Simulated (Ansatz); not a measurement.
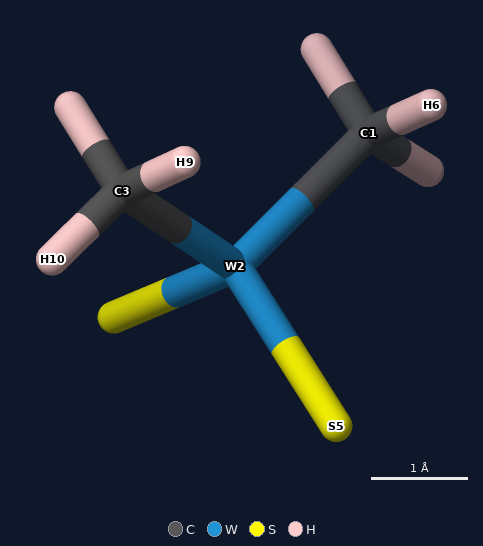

The structure (stick view, seen at a tilt; atoms are numbered from 1 in the order of the input). Sticks mark near contacts.

## Run report: C₂H₆S₂W, single-point calculation

System: C₂H₆S₂W.
Method: RKS PBE0/ANO-RCC-VTZP (Ansatz 0.2.0).

Some settings of this run were made unusual or wrong on purpose. The geometry comes from this level: PBE0-D4/def2-TZVP. Figures and captions count atoms from 1; the log counts them from 0 in places.

## Input file
```yaml
crystal:
  periodic: [false, false, false]
  atoms:
    - {symbol: C, position_ang: [-1.654711, 0.509090, 0.414609]}
    - {symbol: W, position_ang: [0.142861, 0.371975, -0.646091]}
    - {symbol: C, position_ang: [1.498886, -0.915540, 0.291310]}
    - {symbol: S, position_ang: [-0.281762, -0.399437, -2.572893]}
    - {symbol: S, position_ang: [1.011538, 2.302285, -0.731881]}
    - {symbol: H, position_ang: [-1.443430, 0.894388, 1.418805]}
    - {symbol: H, position_ang: [-2.377879, 1.173349, -0.064560]}
    - {symbol: H, position_ang: [-2.098022, -0.491084, 0.484728]}
    - {symbol: H, position_ang: [1.704087, -0.535739, 1.298993]}
    - {symbol: H, position_ang: [2.446734, -0.994894, -0.246358]}
    - {symbol: H, position_ang: [1.051707, -1.914393, 0.353348]}
basis:
  gaussian: {orbitals: ANO-RCC-VTZP}
hamiltonian: {xc: {name: PBE0}, dispersion: d4}
output: {forces: true}
```

Launch command:
```bash
ansatz run in.yaml --threads 4 --pin off --events-out ev --progress --plain --max-ram 11315MiB
```

## The program's output
```
Functional definition: PBE0
  name "PBE0"
  cite "Adamo & Barone, J. Chem. Phys. 110, 6158 (1999) doi:10.1063/1.478522"
  cite "Perdew, Burke & Ernzerhof, Phys. Rev. Lett. 77, 3865 (1996) doi:10.1103/PhysRevLett.77.3865"
  parent pbe
  parameter a = 0.25
  parameter kappa = 0.804
  parameter beta = 0.06672455060314922
  exchange = (1 - a)*pbe_x(kappa = kappa, mu = beta*pi^2/3) + a*exact_x
  correlation = pbe_c(beta = beta)
2783 factors; their error is unknown
mean field evaluation 1: about -463220.1412 eV, gradient 7.9e1 eV
mean field evaluation 2: about -463202.0516 eV, gradient 1.4e2 eV
mean field evaluation 4: about -463230.5651 eV, gradient 2.1e1 eV
mean field evaluation 8: about -463231.5940 eV, gradient 2.0e-1 eV
mean field evaluation 16: about -463232.2653 eV, gradient 1.8e-3 eV
mean field -463232.26533370 eV, -17023.4717609068 hartree, gradient 2.5e-5 eV, S^2 0.000000; 0 other end points of the search recorded, 0 dependent functions left out
the calculation of the forces begins
reference -463232.26538505 eV, -17023.4717627937 hartree; 62, 62 occupied and 254, 254 virtual orbitals, 2783 factors
Total energy: -463232.55976440 eV, -17023.4825810353 hartree
Relativity: scalar
Atom 0 at    -1.654711     0.509090     0.414609 Å, force     0.140583    -0.018664    -0.072317 eV/Å
Atom 1 at     0.142861     0.371975    -0.646091 Å, force     0.033845     0.090382    -0.156071 eV/Å
Atom 2 at     1.498886    -0.915540     0.291310 Å, force    -0.111149     0.096007    -0.062314 eV/Å
Atom 3 at    -0.281762    -0.399437    -2.572893 Å, force     0.068178     0.120991     0.324205 eV/Å
Atom 4 at     1.011538     2.302285    -0.731881 Å, force    -0.144267    -0.321707     0.022930 eV/Å
Atom 5 at    -1.443430     0.894388     1.418805 Å, force    -0.002127    -0.009861    -0.033372 eV/Å
Atom 6 at    -2.377879     1.173349    -0.064560 Å, force     0.029287    -0.020141     0.010473 eV/Å
Atom 7 at    -2.098022    -0.491084     0.484728 Å, force     0.016292     0.029920    -0.006656 eV/Å
Atom 8 at     1.704087    -0.535739     1.298993 Å, force    -0.007255    -0.007103    -0.032953 eV/Å
Atom 9 at     2.446734    -0.994894    -0.246358 Å, force    -0.034192     0.007548     0.012002 eV/Å
Atom 10 at     1.051707    -1.914393     0.353348 Å, force     0.010804     0.032629    -0.005928 eV/Å
Dipole moment:    -0.120126    -0.313219     0.543907 e Å
```

## Outcome

- outcome: converged
- total energy: −463232.5598 eV
- mean-field energy: −463232.2654 eV
- dispersion energy: −0.2944 eV
- SCF solution under orbital rotations: stable
- largest force (length of the vector): 0.353 eV/Å
- dipole moment: 3.07 D
- hardware: 4 threads of Arm Neoverse V1, 23 GiB of memory available, shared host
- wall time: 43 s (CPU time 2.7 min)
- peak memory: 2.5 GiB

This input holds a deliberate fault: damping. The program still converged, but the numbers can't be taken as results for the intended system.
